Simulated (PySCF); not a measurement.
# CH4B2F4Si (SMILES FBB[SiH2]C(F)(F)F): what the fields show

```yaml
atoms:
  - { symbol: F, position_ang: [3.2653, 0.2351, -0.9255] }
  - { symbol: B, position_ang: [2.2957, 0.2129, -0.0267] }
  - { symbol: B, position_ang: [1.0730, -0.8772, 0.0496] }
  - { symbol: Si, position_ang: [-0.6738, -0.5799, -0.7971] }
  - { symbol: C, position_ang: [-1.5868, 0.5659, 0.5110] }
  - { symbol: F, position_ang: [-2.8672, 0.8375, 0.2046] }
  - { symbol: F, position_ang: [-0.9688, 1.7617, 0.6416] }
  - { symbol: F, position_ang: [-1.6041, 0.0249, 1.7498] }
  - { symbol: H, position_ang: [2.3664, 1.0925, 0.7656] }
  - { symbol: H, position_ang: [1.1550, -1.8189, 0.7441] }
  - { symbol: H, position_ang: [-1.6343, -1.6864, -0.9282] }
  - { symbol: H, position_ang: [-0.8191, 0.2313, -2.0148] }
```

Geometry: GFN2-xTB.

These are results of PBE0/pcSseg-1, SCF density, gas phase, non-relativistic (PySCF 2.14.0), not measurements.

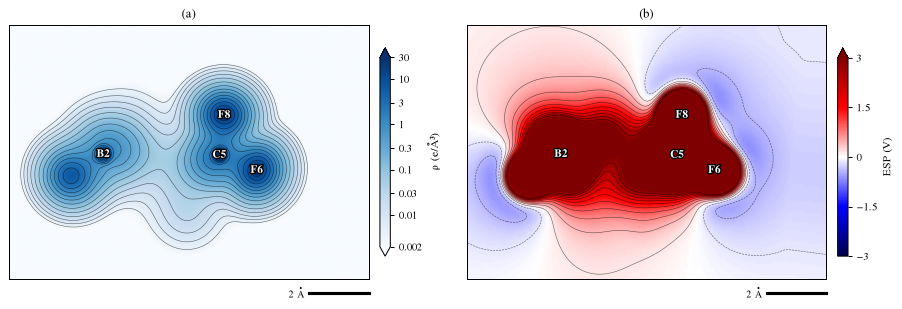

Figure 1. (a) electron density; (b) molecular electrostatic potential on the plane of atoms F6, C5 and F8.

**Describe what can be read from this map.**

Atoms in the plane: B, C and F. C–F (1.34 Å): the density is about 2.3 e/Å³ at the midpoint, with its minimum of 1.9 e/Å³ about 0.5 Å from C. Outside the dense part of the molecule the potential is most negative (−0.7 V) near F8.

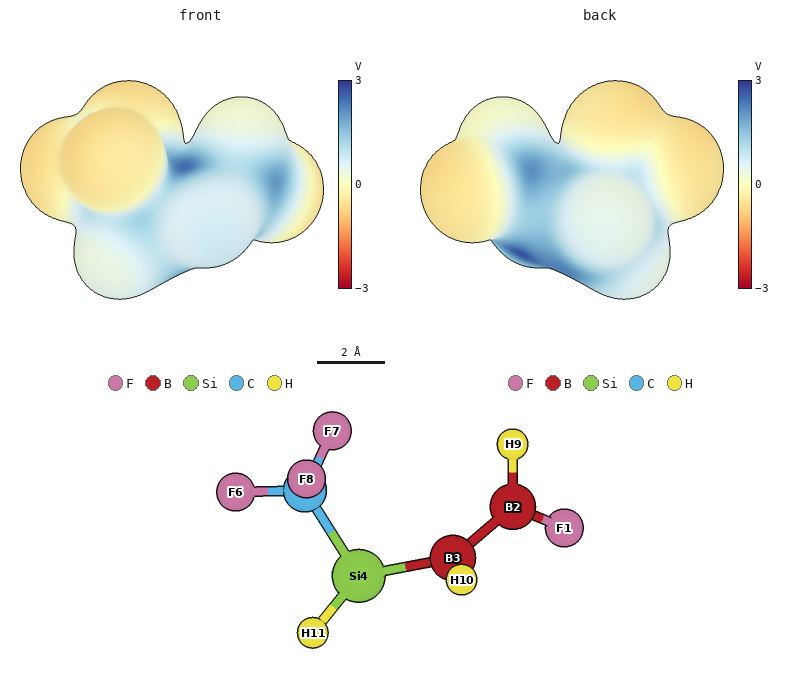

Figure 2. The molecular electrostatic potential painted on the density surface at 0.002 e/bohr³, seen from the front and from behind; the colour scale runs from red (negative) to blue (positive). The bare structure is drawn below in the same view.

**Which sites attract a positive test charge, and which a negative one?**

A positive charge is drawn to the negative regions and a negative charge to the positive ones. The most negative region (about −0.7 V, or −16 kcal/mol for a unit charge) lies over F1, F6, F7 and F8, the most positive (about +2.5 V, or +58 kcal/mol for a unit charge) over B3.

**What dipole moment does the calculation give?**

Its dipole moment is 2.31 D.
